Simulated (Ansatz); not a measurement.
# Calcium, simple cubic under LDA: from relaxation to bulk modulus

Aim: take calcium in the simple cubic structure, relax it, solve it on a dense k-mesh, switch on spin-orbit coupling, then scale the cell to 7 volumes from 88 to 112 % of the relaxed one and try a fit of the equation of state. The k-meshes are 9×9×9 for the relaxation; 15×15×15 for the dense run; 9×9×9 for spin-orbit coupling; 11×11×11 for the volumes.

This is Ca in the simple cubic structure; at room conditions it is fcc.

Method: DFT LDA (PW92), plane waves (420 eV) with PAW, scalar-relativistic; the PAW data stem from PBE, with regenerated cores, in Ansatz 0.2.0.

**1. The structure to begin with**

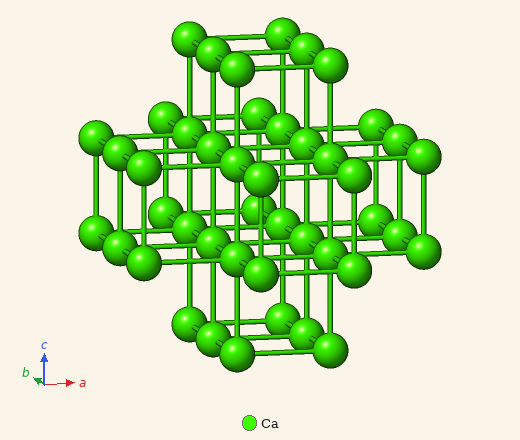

Start, viewed slightly off an axis; calcium green. 1×2×1 cells are drawn. Any atoms on the faces are drawn again on the opposite ones, and bonded neighbours outside are added.

As a file:

```cif
data_structure
_symmetry_space_group_name_H-M 'P 1'
_symmetry_Int_Tables_number 1
_cell_length_a 3.6120
_cell_length_b 3.6120
_cell_length_c 3.6120
_cell_angle_alpha 90.000
_cell_angle_beta 90.000
_cell_angle_gamma 90.000
_cell_volume 47.12
loop_
_atom_site_label
_atom_site_type_symbol
_atom_site_fract_x
_atom_site_fract_y
_atom_site_fract_z
_atom_site_occupancy
Ca1 Ca 0.00000 0.00000 0.00000 1
```

**2. Geometry optimisation**

Input file input.yaml:

```yaml
crystal:
  lattice:
    - [3.6119528465, 0.0, 0.0]
    - [0.0, 3.6119528465, 0.0]
    - [0.0, 0.0, 3.6119528465]
  atoms:
    - { symbol: Ca, position: [0.0, 0.0, 0.0] }
hamiltonian:
  xc: lda
  pseudopotentials:
    kind: paw
    azcp:
      Ca: "pseudopotentials/Ca.paw.azcp"
basis:
  ecutwfc: 420
  fft_grid_basis: typed
kpoints:
  mp_grid: { grid: [9, 9, 9], shift: [0, 0, 0] }
magnetization:
  spin_polarized: false
scf:
  occupations: { method: fermi_dirac, width: 0.1 }
relax:
  max_steps: 60
  f_tol: 0.01
  cell: {}
```

The program printed:

```text
Warning: <dir> the record states the generating functional pbe (its physics header spells it `PBE`), which answers neither for hamiltonian.xc's functional nor for the lda family's — results may be inconsistent (PPs are generated against a specific XC)
Warning: RAYON_NUM_THREADS=2 ignored (pool sized by the plan → 2); use --threads N
Engine: ansatz 0.2.0, x86_64-unknown-linux-gnu
Pseudopotentials: kind: paw
Pseudopotential: Ca, paw, valence charge 10, recommended cutoff 420 eV (normal), <dir>
Functional definition: SPW92
  exchange = slater_x
  correlation = pw_c
Crystal: 1 atoms, lattice volume = 47.122 Å³
Basis set: ecut = 420 eV, 925 PW (Γ)
Bands: 9, of which v1, the nominal top of the filled ones, is band 5 counted from 1 (4 counted from 0)
Symmetry: 48 space group operations
Space group: Pm-3m (ITA 221), of the structure as read, at distance tolerance 3.6e-5 Å
k-points: 35 of 729
Non-local potential: Ca, projectors of the file, l = 0: 3, l = 1: 2, l = 2: 2
PAW form: soft (Blöchl's): semilocal exchange-correlation on the pseudo side does not see the compensation charge
PAW frozen core: Ca, regenerated for the run's functional, and the local potential with it (the file was generated under x = pbe(κ = 0.804, μ = 0.2195149727645171), c = pbe(β = 0.06672455060314922))
PAW one-centre angular grid: Ca, 110 points (default); XC on 64 Gauss nodes
Initial density: superposition of atomic densities (neutral atoms: chi_scale 0, normalization atom), corrected by the library's trained network
Initial wavefunctions: pseudopotential atomic-orbital guess
Functional: x = slater, c = lda
SCF iter   1: F=—  HF=-1772.176836 eV  |F-HF|=—  |Δ(HF+E_count)|=         —  Δρ=3.77e-3  dr2=3.74e-3  ethr=1.77e-3  ⟨swp⟩=5.5  Hψ=2501  notcnv=0
preconditioner: auto → none  [metal: Δε(μ)=0.082 eV  Ē_g=3.065 eV  σ=0.100 eV  W_gap=0.20  n_scr=6 (ndim 8)  ℏωp=7.6 eV  f_vac=0.000  D(μ)=1.37/eV (n_scr^D=6)  sad-step TF]
SCF iter   2: F=—  HF=-1772.176628 eV  |F-HF|=—  |Δ(HF+E_count)|=   2.09e-4  Δρ=2.00e-3  dr2=9.17e-4  ethr=3.74e-5  ⟨swp⟩=1.3  Hψ=625  notcnv=0
SCF iter   3: F=—  HF=-1772.176743 eV  |F-HF|=—  |Δ(HF+E_count)|=   1.15e-4  Δρ=2.43e-4  dr2=2.38e-5  ethr=9.17e-6  ⟨swp⟩=2.1  Hψ=394  notcnv=0
SCF iter   4: F=—  HF=-1772.176749 eV  |F-HF|=—  |Δ(HF+E_count)|=   5.95e-6  Δρ=4.31e-5  dr2=4.91e-7  ethr=2.38e-7  ⟨swp⟩=2.5  Hψ=507  notcnv=0
iter 5 did not close the SCF: its close was put off for the readings that it lacked (scf_convergence_deferred on its scf_iter line)
SCF iter   5: F=-1772.176749 eV  HF=-1772.176749 eV  |F-HF|=6.95e-9  |Δ(HF+E_count)|=   1.46e-7  Δρ=3.45e-6  dr2=1.08e-8  ethr=4.91e-9  ⟨swp⟩=2.0  Hψ=466  notcnv=0
SCF iter   6: F=-1772.176749 eV  HF=-1772.176749 eV  |F-HF|=2.96e-10  |Δ(HF+E_count)|=   4.66e-9  Δρ=8.27e-7  dr2=4.86e-10  ethr=1.08e-10  ⟨swp⟩=1.9  Hψ=956  notcnv=0
SCF 1 converged in 6 iterations: F = -1772.176749 eV  dr2 = 4.86e-10
relax step   1: F+E_penalty+E_count = -1772.17674869 eV  Δ(F+E_penalty+E_count) = +0.000e0 eV  max|allowed force component| = 0.000e0 eV/Å  Δτ_max = 0.0000 Å  P = -1.831 GPa  Ω = 47.122 Å³  (6 SCF iters, dr2 threshold 1.00e-7 eV, accepted)
Crystal: 1 atoms, lattice volume = 44.553 Å³
Basis set: ecut = 420 eV, 895 PW (Γ)
Initial density: handed on by an earlier stage of this run
Initial wavefunctions: those handed on with the density
iter 1 solved again at ethr=2.12e-6 eV; its pass at ethr=3.10e-3 eV (dr2=2.12e-4 eV) is discarded
SCF iter   1: F=—  HF=-1772.203258 eV  |F-HF|=—  |Δ(HF+E_count)|=         —  Δρ=7.47e-4  dr2=2.16e-4  ethr=2.12e-6  ⟨swp⟩=2.6  Hψ=2963  notcnv=0
preconditioner: auto → none  [metal: Δε(μ)=0.103 eV  Ē_g=3.100 eV  σ=0.100 eV  W_gap=0.24  n_scr=6 (ndim 8)  ℏωp=7.9 eV  f_vac=0.000  D(μ)=1.33/eV (n_scr^D=6)]
SCF iter   2: F=—  HF=-1772.203314 eV  |F-HF|=—  |Δ(HF+E_count)|=   5.68e-5  Δρ=4.02e-4  dr2=5.77e-5  ethr=2.12e-6  ⟨swp⟩=1.0  Hψ=316  notcnv=0
SCF iter   3: F=—  HF=-1772.203341 eV  |F-HF|=—  |Δ(HF+E_count)|=   2.67e-5  Δρ=7.79e-5  dr2=2.76e-6  ethr=5.77e-7  ⟨swp⟩=1.2  Hψ=348  notcnv=0
SCF iter   4: F=-1772.203340 eV  HF=-1772.203340 eV  |F-HF|=1.57e-9  |Δ(HF+E_count)|=   1.27e-6  Δρ=6.34e-6  dr2=4.91e-9  ethr=1.00e-9  ⟨swp⟩=2.9  Hψ=1208  notcnv=0
SCF 2 converged in 4 iterations: F = -1772.203340 eV  dr2 = 4.91e-9
relax step   2: F+E_penalty+E_count = -1772.20333979 eV  Δ(F+E_penalty+E_count) = -2.659e-2 eV  max|allowed force component| = 0.000e0 eV/Å  Δτ_max = 0.0000 Å  P = -1.465 GPa  Ω = 44.553 Å³  energy of the carried Pulay correction = +2.633e-5 eV  (4 SCF iters, dr2 threshold 1.00e-7 eV, accepted)
Crystal: 1 atoms, lattice volume = 38.239 Å³
Basis set: ecut = 420 eV, 739 PW (Γ)
iter 1 solved again at ethr=1.43e-5 eV; its pass at ethr=3.10e-3 eV (dr2=1.43e-3 eV) is discarded
SCF iter   1: F=—  HF=-1772.234926 eV  |F-HF|=—  |Δ(HF+E_count)|=         —  Δρ=2.27e-3  dr2=1.43e-3  ethr=1.43e-5  ⟨swp⟩=2.1  Hψ=3000  notcnv=0
preconditioner: auto → none  [metal: Δε(μ)=0.043 eV  Ē_g=3.395 eV  σ=0.100 eV  W_gap=0.11  n_scr=6 (ndim 8)  ℏωp=8.5 eV  f_vac=0.000  D(μ)=1.11/eV (n_scr^D=6)]
SCF iter   2: F=—  HF=-1772.235348 eV  |F-HF|=—  |Δ(HF+E_count)|=   4.23e-4  Δρ=1.20e-3  dr2=3.91e-4  ethr=1.43e-5  ⟨swp⟩=1.0  Hψ=315  notcnv=0
SCF iter   3: F=—  HF=-1772.235524 eV  |F-HF|=—  |Δ(HF+E_count)|=   1.76e-4  Δρ=1.33e-4  dr2=6.42e-6  ethr=3.91e-6  ⟨swp⟩=1.1  Hψ=323  notcnv=0
SCF iter   4: F=—  HF=-1772.235522 eV  |F-HF|=—  |Δ(HF+E_count)|=   2.02e-6  Δρ=1.51e-5  dr2=2.14e-8  ethr=1.00e-9  ⟨swp⟩=3.1  Hψ=1261  notcnv=0
SCF iter   5: F=-1772.235522 eV  HF=-1772.235522 eV  |F-HF|=3.91e-10  |Δ(HF+E_count)|=   5.91e-9  Δρ=2.84e-6  dr2=8.75e-10  ethr=2.14e-10  ⟨swp⟩=1.9  Hψ=953  notcnv=0
SCF 3 converged in 5 iterations: F = -1772.235522 eV  dr2 = 8.75e-10
relax step   3: F+E_penalty+E_count = -1772.23552212 eV  Δ(F+E_penalty+E_count) = -3.218e-2 eV  max|allowed force component| = 0.000e0 eV/Å  Δτ_max = 0.0000 Å  P = +0.000 GPa  Ω = 38.239 Å³  energy of the carried Pulay correction = +9.782e-5 eV  (5 SCF iters, dr2 threshold 1.00e-7 eV, accepted)
Initial wavefunctions: pseudopotential atomic-orbital guess (no wavefunctions were taken with the density)
iter 1 solved again at ethr=2.03e-8 eV; its pass at ethr=3.10e-3 eV (dr2=2.03e-6 eV) is discarded
SCF iter   1: F=—  HF=-1772.235473 eV  |F-HF|=—  |Δ(HF+E_count)|=         —  Δρ=6.67e-5  dr2=2.11e-7  ethr=2.03e-8  ⟨swp⟩=3.1  Hψ=3557  notcnv=0
preconditioner: auto → none  [metal: Δε(μ)=0.040 eV  Ē_g=3.398 eV  σ=0.100 eV  W_gap=0.10  n_scr=6 (ndim 8)  ℏωp=8.5 eV  f_vac=0.000  D(μ)=1.10/eV (n_scr^D=6)]
SCF iter   2: F=—  HF=-1772.235471 eV  |F-HF|=—  |Δ(HF+E_count)|=   1.43e-6  Δρ=3.17e-5  dr2=4.46e-8  ethr=2.11e-9  ⟨swp⟩=1.0  Hψ=320  notcnv=0
SCF iter   3: F=—  HF=-1772.235471 eV  |F-HF|=—  |Δ(HF+E_count)|=   3.02e-9  Δρ=1.91e-6  dr2=9.81e-10  ethr=4.46e-10  ⟨swp⟩=2.0  Hψ=350  notcnv=0
SCF iter   4: F=—  HF=-1772.235471 eV  |F-HF|=—  |Δ(HF+E_count)|=  4.09e-10  Δρ=4.37e-7  dr2=2.19e-11  ethr=9.81e-12  ⟨swp⟩=2.0  Hψ=518  notcnv=0
SCF iter   5: F=-1772.235471 eV  HF=-1772.235471 eV  |F-HF|=0.00e0  |Δ(HF+E_count)|=  1.32e-11  Δρ=1.20e-7  dr2=2.24e-12  ethr=1.00e-12  ⟨swp⟩=4.2  Hψ=1013  notcnv=0
SCF 4 converged in 5 iterations: F = -1772.235471 eV  dr2 = 2.24e-12
relax step   4: F+E_penalty+E_count = -1772.23547142 eV  Δ(F+E_penalty+E_count) = +5.070e-5 eV  max|allowed force component| = 0.000e0 eV/Å  Δτ_max = 0.0000 Å  P = -0.000 GPa  Ω = 38.239 Å³  stress off target by 3.83e-4 GPa  SCF on the basis re-selected at this cell (its energy is not comparable with the rows above)  (5 SCF iters)
basis re-selected at this cell: Δ(F+E_penalty+E_count) = +5.070e-5 eV, ΔP = -0.001 GPa vs the last step (what re-selecting the basis moved, of the pressure what is left beyond the Pulay correction that the steps carried, after the strain that the cell walked since its last selection, with what the two solves' SCF thresholds leave and, on support functions, any second-order correction that the steps lacked; it is no measure of the basis error at this ecutwfc). The dense FFT grid was sized anew with the basis: this SCF ran on 24×24×24 points, the steps before it on 25×25×25, so part of this shift can come from that change (see relax.cell in the input reference). This SCF's stress stands 3.83e-4 GPa from its target on what of the cell is left free (relax.cell.stress_tol is 5.00e-2 GPa) and its largest allowed force component is 0.00e0 eV/Å (relax.f_tol is 1.00e-2 eV/Å): within both
SCF converged after 5 iterations
Free energy (F): -1772.235471 eV
Harris-Foulkes:  -1772.235471 eV  (|F-HF|=0.00e0)
Internal energy: -1772.200100 eV  (E = F + TS)
E sigma→0 (E₀):  -1772.217786 eV
Entropy (-TS):   -0.035372 eV (-35.372 meV/atom)
Fermi energy:    5.329118 eV
--- Per-component energies (eV) ---
  E_band       = -169.133852
  E_kinetic    = 276.465331
  E_local      = -840.813311  (includes V_loc(G=0)·N_el)
  E_nonlocal   = 67.409702
  E_hartree    = 281.177770
  E_xc         = -134.113006
  E_vxc        = -168.556410  (∫ρ·V_xc dr)
  E_paw        = -816.256794  (= ΣΔE_a)
  E_vpaw       = -65.994661  (= ΣTr[D̂ρ^β])
  E_aug_tail   = -0.000005  (compensation charges beyond the density's cutoff)
  E_ewald      = -606.352952
  E_core_change = 0.283166  (= ΣΔE_core)
  E_smearing   = -0.035372  (= −TS)
  E_closure    = -0.000000  (closes the sum)
  Σ components = -1772.235471   (vs F -1772.235471, Δ=0.00e0)
--- Forces (eV/Å), atoms counted from 1 ---
  atom   1  Ca    -0.00000000     0.00000000     0.00000000
  max |Σ_I F_I| component: 1.44e-32 eV/Å
--- Stress (GPa, compression-positive) ---
       -0.000383      -0.000000      -0.000000
       -0.000000      -0.000383      -0.000000
       -0.000000      -0.000000      -0.000383
  P = ⅓ Tr σ = -0.0004 GPa (-0.004 kbar)
--- Relaxed structure (3 steps of the walk, 3 accepted, 1 SCFs on fresh bases) ---
  F+E_penalty+E_count = -1772.23547142 eV   max|allowed force component| = 0.000e0 eV/Å   (the final SCF, on the basis selected at the relaxed cell)
  cell:  # Å, volume = 38.2387 Å³
    - [3.3690013122310587, 2.0543252740130515e-33, 2.0543252740130515e-33]
    - [3.0814879110195774e-33, 3.3690013122310587, 0.0]
    - [1.5407439555097887e-33, 0.0, 3.3690013122310587]
  atoms:
    - { symbol: Ca, position: [0.0, 0.0, 0.0] }
```

It took 2.2 s on 2 threads of Intel Xeon Platinum 8259CL at 2.50GHz (Skylake/Cascade Lake), shared host; peak memory 0.35 GiB.

Relaxation path:

```
step  energy change (meV/atom)  largest force (eV/Å)  pressure (GPa)  volume (Å³/atom)
   1                      0.00                0.0000           -1.83            47.122
   2                    -26.59                0.0000           -1.47            44.553
   3                    -58.77                0.0000            0.00            38.239
   4                    -58.72                0.0000            0.00            38.239
```

Steps that repeat a cell are solved on a basis chosen anew, so their changes of energy are no gain of the relaxation.

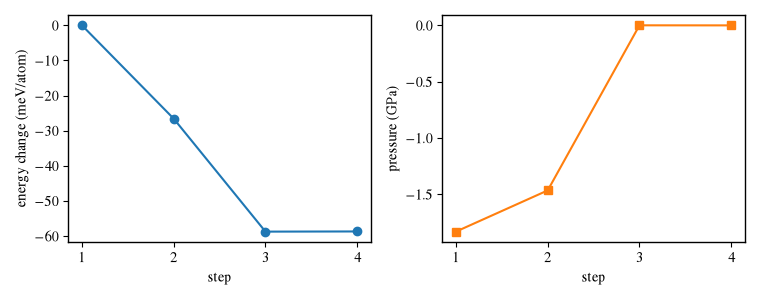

Energy and pressure over the accepted steps.

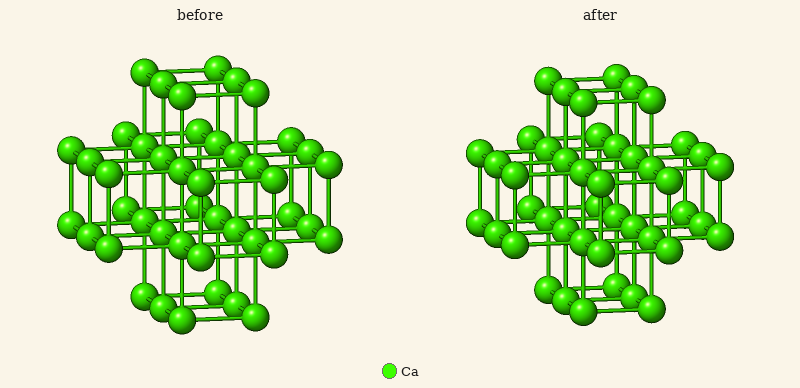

The structure before (left) and after (right), drawn at the same scale. The cells drawn are those of the first picture.

The cell of the run, before and after:

|  | before | after | change |
| --- | --- | --- | --- |
| a (Å) | 3.612 | 3.369 | -6.7 % |
| b (Å) | 3.612 | 3.369 | -6.7 % |
| c (Å) | 3.612 | 3.369 | -6.7 % |
| volume (Å³/atom) | 47.122 | 38.239 | -18.9 % |
| shortest distance (Å) | 3.612 | 3.369 | -6.7 % |
| space group (spins left aside) | Pm-3m | Pm-3m | same |

**3. Single point on a dense mesh**

Input file input.yaml:

```yaml
crystal:
  lattice:
    - [3.3690013122, 0.0, 0.0]
    - [0.0, 3.3690013122, 0.0]
    - [0.0, 0.0, 3.3690013122]
  atoms:
    - { symbol: Ca, position: [0.0, 0.0, 0.0] }
hamiltonian:
  xc: lda
  pseudopotentials:
    kind: paw
    azcp:
      Ca: "pseudopotentials/Ca.paw.azcp"
basis:
  ecutwfc: 420
  fft_grid_basis: typed
kpoints:
  mp_grid: { grid: [15, 15, 15], shift: [0, 0, 0] }
magnetization:
  spin_polarized: false
scf:
  occupations: { method: fermi_dirac, width: 0.1 }
output:
  write_density: true
  write_potential: true
  elf: true
  volumetric_format: npy
```

The program printed, shortened:

```text
Warning: <dir> the record states the generating functional pbe (its physics header spells it `PBE`), which answers neither for hamiltonian.xc's functional nor for the lda family's — results may be inconsistent (PPs are generated against a specific XC)
Warning: RAYON_NUM_THREADS=2 ignored (pool sized by the plan → 2); use --threads N
[...]
[... 3 set-up lines as earlier in the session ...]
[...]
Crystal: 1 atoms, lattice volume = 38.239 Å³
Basis set: ecut = 420 eV, 739 PW (Γ)
Bands: 9, of which v1, the nominal top of the filled ones, is band 5 counted from 1 (4 counted from 0)
[... 1 set-up line as earlier in the session ...]
Space group: Pm-3m (ITA 221), of the structure as read, at distance tolerance 3.4e-5 Å
k-points: 120 of 3375
[...]
SCF iter   1: F=—  HF=-1772.239903 eV  |F-HF|=—  |Δ(HF+E_count)|=         —  Δρ=3.56e-3  dr2=2.32e-3  ethr=1.77e-3  ⟨swp⟩=5.9  Hψ=8889  notcnv=0
[...]
SCF iter   6: F=-1772.239759 eV  HF=-1772.239759 eV  |F-HF|=9.32e-12  |Δ(HF+E_count)|=   3.10e-9  Δρ=6.40e-7  dr2=1.27e-10  ethr=9.91e-11  ⟨swp⟩=1.0  Hψ=2803  notcnv=0
[...]
SCF converged after 6 iterations
Free energy (F): -1772.239759 eV
[...]
E sigma→0 (E₀):  -1772.224591 eV
Entropy (-TS):   -0.030334 eV (-30.334 meV/atom)
Fermi energy:    5.310787 eV
[...]
--- Band table (eV; the first three rows and the last of 120) ---
  k-point 0: bands = ["-36.2719", "-17.3578", "-17.3578", "-17.3578", "1.3165", "6.0214", "6.0214", "9.7447", "9.7447"]
[...]
```

Run time: 1.5 s. Hardware: 2 threads of Intel Xeon Platinum 8259CL at 2.50GHz (Skylake/Cascade Lake), shared host; peak memory 0.37 GiB.

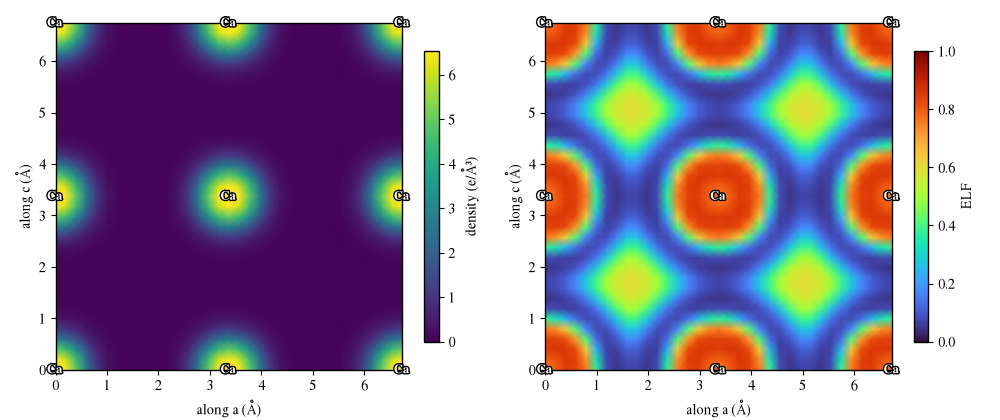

Density (left) and ELF (right) in a lattice plane of the grid's cell (edges 3.37 and 3.37 Å, at 0.000 of the third edge), which holds Ca. Only atoms in the plane are labelled. Both are smooth fields of the valence electrons: close to the nuclei they are not physical.

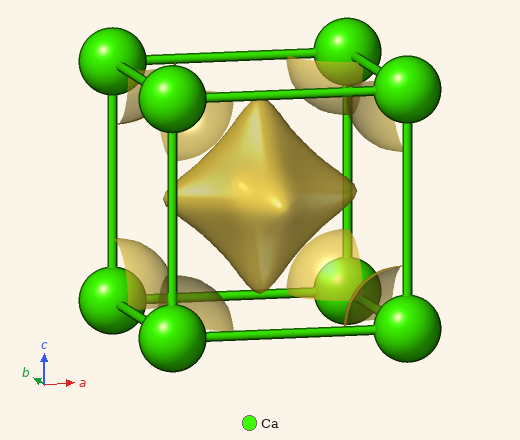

Surface of ELF = 0.61, drawn in one cell.

The highest ELF values outside the cores: 0.67 between the atoms, 2.6 Å from Ca.

**4. Spin-orbit coupling switched on**

Changes to input.yaml since step 3:

```diff
@@ -10,3 +10,3 @@
   pseudopotentials:
-    kind: paw
+    kind: paw_fr
     azcp:
@@ -17,5 +17,6 @@
 kpoints:
-  mp_grid: { grid: [15, 15, 15], shift: [0, 0, 0] }
+  mp_grid: { grid: [9, 9, 9], shift: [0, 0, 0] }
 magnetization:
-  spin_polarized: false
+  noncollinear: true
+  spin_orbit: true
 scf:
```

The program printed, shortened:

```text
Warning: <dir> the record states the generating functional pbe (its physics header spells it `PBE`), which answers neither for hamiltonian.xc's functional nor for the lda family's — results may be inconsistent (PPs are generated against a specific XC)
Warning: RAYON_NUM_THREADS=2 ignored (pool sized by the plan → 2); use --threads N
[...]
Pseudopotentials: kind: paw_fr
Pseudopotential: Ca, paw_fr, valence charge 10, recommended cutoff 420 eV (normal), <dir>
[... 1 set-up line as earlier in the session ...]
[...]
non-collinear run that drives no moment, with spin-orbit: no starting moment large enough to seed its density (crystal.atoms[].spin), no starting occupations that ask for one, no magnetisation constraint and no magnetic field, so the semilocal B_xc is pinned to zero
Crystal: 1 atoms, lattice volume = 38.239 Å³
Basis set: ecut = 420 eV, 739 PW (Γ)
Bands: 18, of which v1, the nominal top of the filled ones, is band 10 counted from 1 (9 counted from 0)
Symmetry: 48 space group operations + 48 with time reversal
[...]
k-points: 35 of 729
Projection manifold: j_resolved (fully-relativistic pseudo-atomic orbitals)
[...]
SCF iter   1: F=—  HF=-1772.267355 eV  |F-HF|=—  |Δ(HF+E_count)|=         —  Δρ=8.06e-3  dr2=2.48e-2  dr2_m=0.00e0 (ungated)  ethr=3.10e-3  |M|=0.00e0 ∫|m|=0.00e0 μB  |m|>n=0.0e0 m-floor=0.0e0 τ_xc=0.0e0  β_m=0.30  ⟨swp⟩=7.9  Hψ=2061  notcnv=0
[...]
SCF iter   6: F=-1772.269444 eV  HF=-1772.269444 eV  |F-HF|=4.58e-9  |Δ(HF+E_count)|=   4.28e-8  Δρ=4.79e-6  dr2=7.68e-9  dr2_m=0.00e0 (ungated)  ethr=1.00e-9  |M|=0.00e0 ∫|m|=0.00e0 μB  |m|>n=0.0e0 m-floor=0.0e0 τ_xc=0.0e0  ⟨swp⟩=3.3  Hψ=1144  notcnv=0
[...]
SCF converged after 6 iterations
Magnetization: |M| = 0.0000 μB,  M = (+0.0000, +0.0000, +0.0000) μB
Absolute magnetization: 0.0000 μB (∫|m|)
  site 0: m = (+0.0000, +0.0000, +0.0000) μB, |m| = 0.0000 μB  (R = 1.39 Å)
Free energy (F): -1772.269444 eV
[...]
E sigma→0 (E₀):  -1772.251760 eV
Entropy (-TS):   -0.035368 eV (-35.368 meV/atom)
Fermi energy:    5.329139 eV
[...]
--- Band table (eV; the first three rows and the last of 35) ---
  k-point 0: bands = ["-36.2647", "-36.2647", "-17.6123", "-17.6123", "-17.2240", "-17.2240", "-17.2240", "-17.2240", "1.3170", "1.3170", "6.0245", "6.0245", "6.0245", "6.0245", "9.7443", "9.7443", "9.7443", "9.7443"]
[...]
```

Wall time 2.9 s (2 threads of Intel Xeon Platinum 8259CL at 2.50GHz (Skylake/Cascade Lake), shared host); peak memory 0.37 GiB.

With and without spin-orbit coupling:

```csv
,scalar-relativistic,with spin-orbit coupling
k-mesh,15×15×15,9×9×9
gap on the mesh,none (levels filled in part),none (levels filled in part)
```

The meshes differ, so small differences between the columns need not come from spin-orbit coupling.

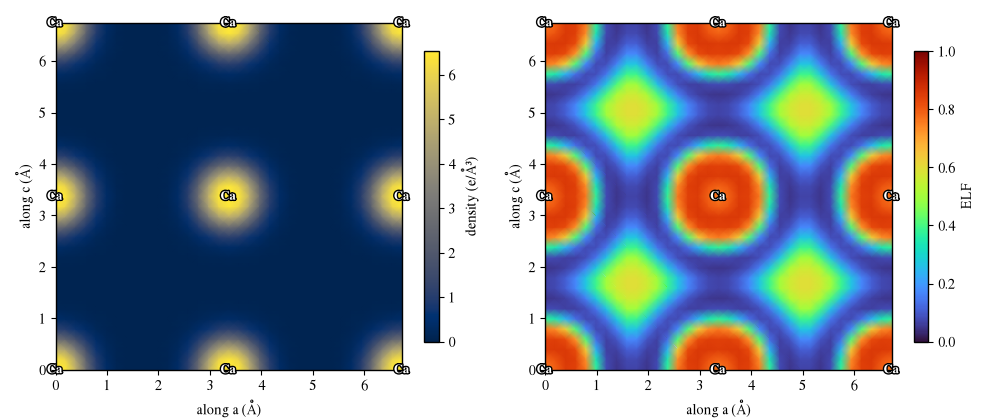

Density (left) and ELF (right) in a lattice plane of the grid's cell (edges 3.37 and 3.37 Å, at 0.000 of the third edge), which holds Ca. Only atoms in the plane are labelled. Both are smooth fields of the valence electrons: close to the nuclei they are not physical.

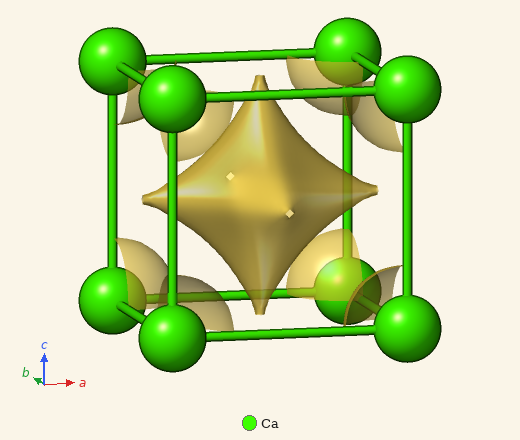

Surface of ELF = 0.60, drawn in one cell.

Outside the cores ELF peaks at 0.66 between the atoms, 2.6 Å from Ca.

(Part 1 of 2 ends here.)
